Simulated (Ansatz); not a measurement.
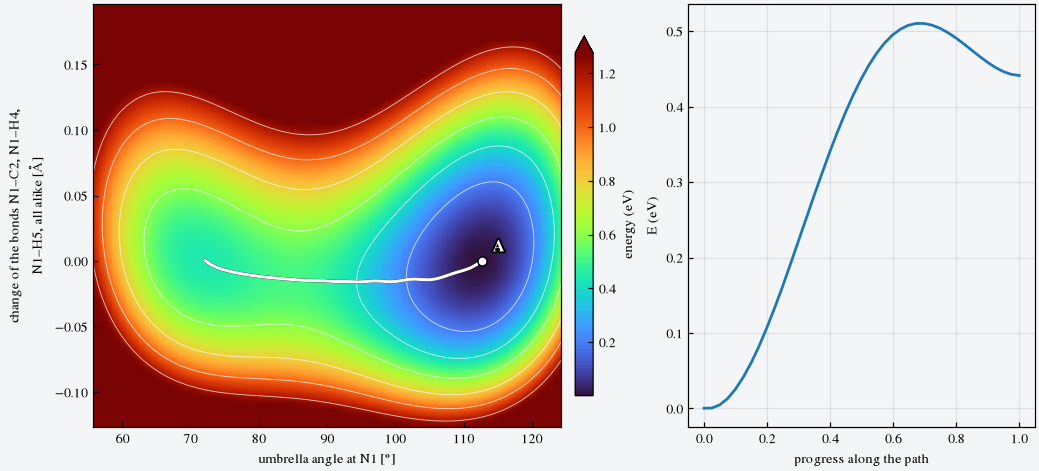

CH4NSe, SMILES NC[Se-], charge −1. 
- Coordinates scanned: (1) umbrella angle at N1 (between each of its bonds and their common axis; 90 is planar); (2) change of the bonds N1–C2, N1–H4, N1–H5, all alike.
- Nothing is relaxed (all other coordinates rigid).
- The grid has 15 × 15 points.
- Points are written as (first, second).
- Energies: eV, counted from the relaxed molecule at the same level.
- Computed with RHF/def2-TZVPD (Ansatz).

Drawn: a smooth colour map with a few white contour lines, a line along the lowest path, one colour for all values above the top of the scale, the energy along the path at the right, the start A. Between grid points the surface is interpolated.

**Describe the path and its barrier.**

The easiest path leads from the well at about (113°, 0.00 Å) to the well at about (72°, 0.00 Å), about 0.44 eV higher. Its highest point lies about 0.51 eV above the bottom of the first well on the interpolated surface, at (85.1°, −0.012 Å). Seen from the upper well the barrier is about 0.069 eV. The start is the relaxed structure and all else is held, so a fully relaxed path at this level can only be lower.
